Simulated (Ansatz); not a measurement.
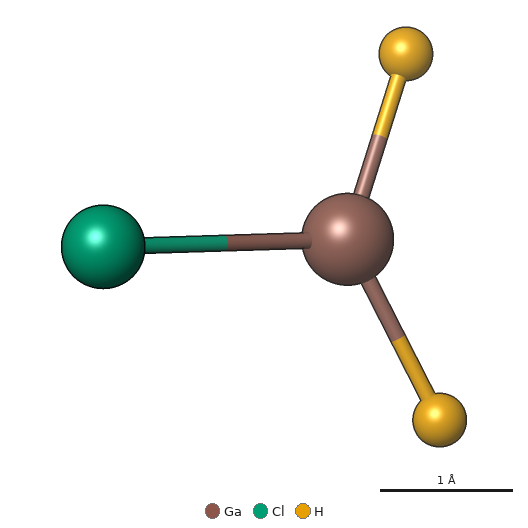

Ball-and-stick drawing of a structure. Every bond is drawn as one stick, whatever its order.

What does the picture show?

It has 4 atoms: 1 chlorine, 1 gallium and 2 hydrogen (ClGaH2). The point group is C2v. All atoms lie on one plane. Coordination: 1 Ga trigonal planar.

More results for the same structure follow; atom numbers are the same in all pictures, views and colours differ. The geometry was computed by an optimisation with PBE0-D4/def2-TZVP.

### Shape

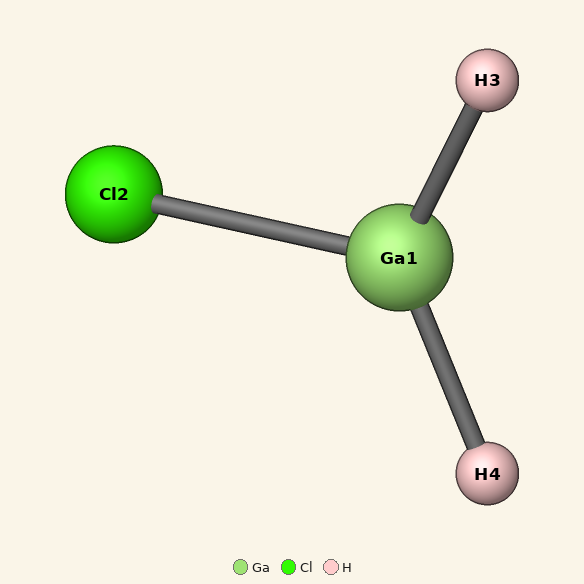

The atoms are numbered.

Give these bond angles: Cl2–Ga1–H3, H3–Ga1–H4.

```csv
angle,degrees
Cl2–Ga1–H3,115.1
H3–Ga1–H4,129.7
```

### Electronic properties

Properties computed with RKS PBE0-D4/def2-TZVPP (Ansatz 0.2.0).

Question: Estimate the HOMO energy (Kohn–Sham orbital).

Answer: −8.45 eV.

Question: Give the HOMO–LUMO gap at this level.

Answer: 6.62 eV.

### Dipole moment

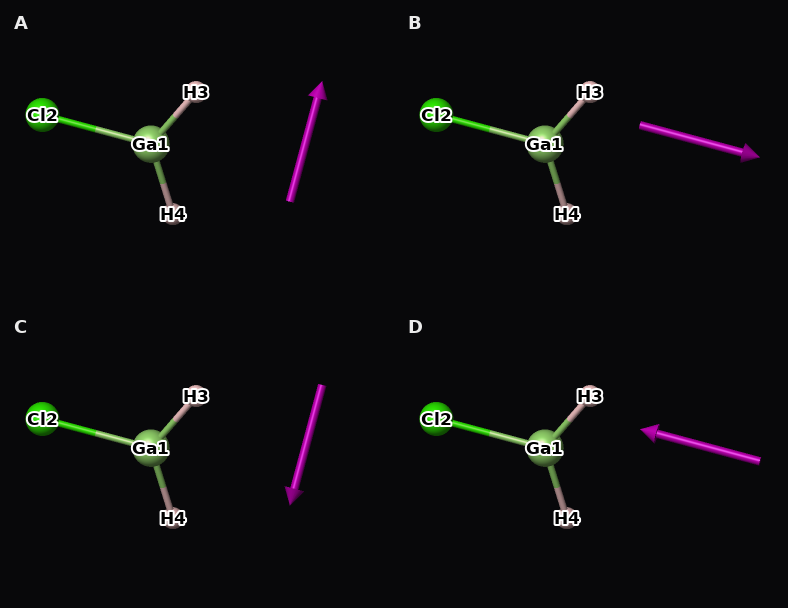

The same molecule four times, each with an arrow. Level of theory: RKS PBE0-D4/def2-TZVP (Ansatz 0.2.0).

Question: Which arrow points along the dipole moment, from the negative to the positive end?

Answer: B. The dipole moment is 1.95 D; it points from the side of Cl2 to the side of H3, H4 (the outermost atoms at the two ends).

### Thermal motion

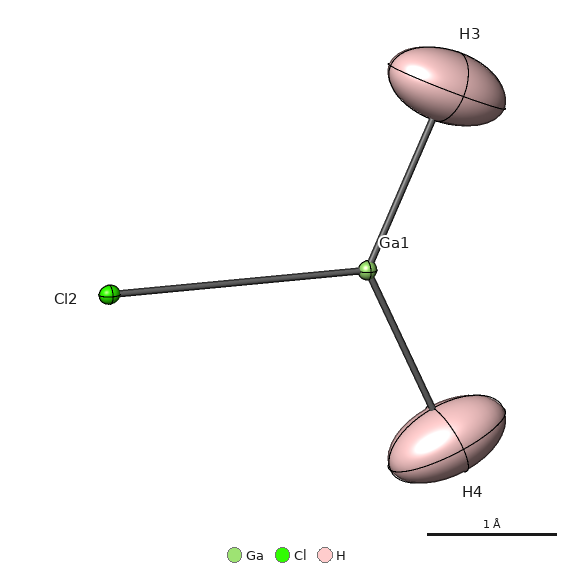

Displacement ellipsoids at the 50 % level, enlarged 2 times, from the internal vibrations of the free molecule (harmonic, no overall translation or rotation; no half-axis is drawn under 0.075 Å). Vibrations computed with RKS PBE0-D4/def2-TZVP (Ansatz 0.2.0). Temperature: 0 K (zero-point motion alone).

List U_eq and the three principal root-mean-square amplitudes for each kind of atom.

| atom | U_eq (Å²) | rms amplitudes (Å) |
| --- | --- | --- |
| Ga1 | 0.00008 | 0.004, 0.004, 0.014 |
| Cl2 | 0.00026 | 0.002, 0.005, 0.028 |
| H3, H4 | 0.0160 | 0.090, 0.113, 0.164 |

### Charges

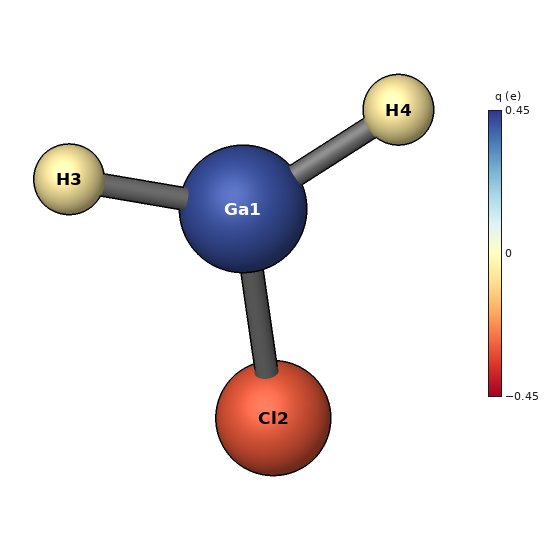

Atoms are coloured by their Mulliken charges. Level of theory: RKS PBE0-D4/def2-TZVP (Ansatz 0.2.0).

List the Mulliken charges.

```
atom  value (e)
 Ga1       0.41
 Cl2      −0.30
  H3      −0.06
  H4      −0.06
```

Mulliken values depend strongly on the basis set and can even reverse the polarity of a bond.
